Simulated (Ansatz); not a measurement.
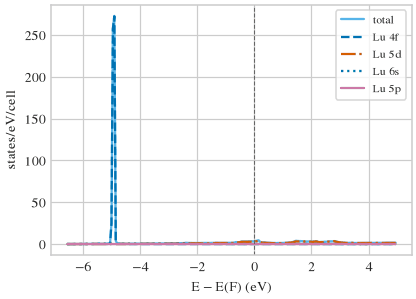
*Total and projected density of states of Lu (hcp (Mg type), P6_3/mmc), r²SCAN (plane waves, PAW; program Ansatz)*

Problem. Which orbitals carry the states next to the Fermi level?

Solution. Within 0.5 eV of the Fermi level: Lu 5d 88 %, outside the projected shells 7 %. Projections are on Löwdin-orthogonalised atomic valence shells; empty p or d shells of many metals are not among them.

Problem. Where is the tallest occupied peak in this window, and what makes it?

Solution. Near -4.9 eV, about 270 states/eV per cell; the largest projected share is Lu 4f.

The r²SCAN relaxation kept the symmetry of its start; of distortions, only those at the zone centre were tested. Spin–orbit coupling is left out wherever it is not named.

Potentials: the later of the program's two PAW sets.
